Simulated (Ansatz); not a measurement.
One crystal and one scan (energy against volume) at two levels, PBE (plane waves to 420 eV, PAW, scalar-relativistic; Ansatz, a first-principles code) and r2SCAN (plane waves to 500 eV, PAW, scalar-relativistic; Ansatz), each from its own relaxed cell and on its own mesh. The cell shown is that of PBE.

Ga2O3 (beta-Ga2O3 type, space group C2/m)

```xyz
10
Lattice="6.2276 -1.5417 0.0000 6.2276 1.5417 0.0000 -1.3923 0.0000 5.7103" Properties=species:S:1:pos:R:3 pbc="T T T"
Ga     0.0133     0.0000     4.5380
Ga    11.0496     0.0000     1.1723
Ga     7.7644     0.0000     1.7940
Ga     3.2986     0.0000     3.9164
O      1.8842     0.0000     0.6235
O      9.1787     0.0000     5.0868
O      1.3778     0.0000     3.2227
O      9.6851     0.0000     2.4876
O      5.8207     0.0000     1.4659
O      5.2422     0.0000     4.2444
```

Equation-of-state scan: isotropic scaling of the cell above, V₀ being its volume. The atoms relax within the cell's symmetry.

E stands for the smeared free energy. Ga2O3 was relaxed with its symmetry unable to fall. With the shape held, the modulus is that of even scaling; a crystal free to change shape is softer. Percentages come from the unrounded values.

```tsv
quantity	PBE	r2SCAN	PBE − r2SCAN
Lattice constant a (Å)	12.46	12.26	+0.20 (+1.6 %)
Lattice constant b (Å)	3.083	3.039	+0.044 (+1.5 %)
Lattice constant c (Å)	5.878	5.808	+0.070 (+1.2 %)
Relaxed volume (Å³/atom)	10.97	10.50	+0.47 (+4.4 %)
Band gap of the relaxed cell, no spin-orbit coupling (eV)	2.01	3.02	-1.01 (-34 %)
Bulk modulus at fixed cell shape B₀ (third-order Birch-Murnaghan fit) (GPa)	156.9	183.6	-26.7 (-15 %)
Pressure derivative B₀′ (fit)	4.0	3.9	+0.1 (+3 %)
```

PBE gives the higher value for: lattice constant a; lattice constant b; lattice constant c; relaxed volume. PBE gives the lower value for: band gap of the relaxed cell, no spin-orbit coupling; bulk modulus at fixed cell shape B₀.

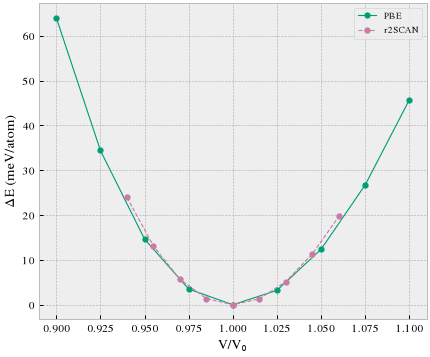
*ΔE, each from the relaxed starting cell of its own level.*

(A scan under strain: stresses follow from slopes of the energy per volume, elastic moduli from its curvatures.)
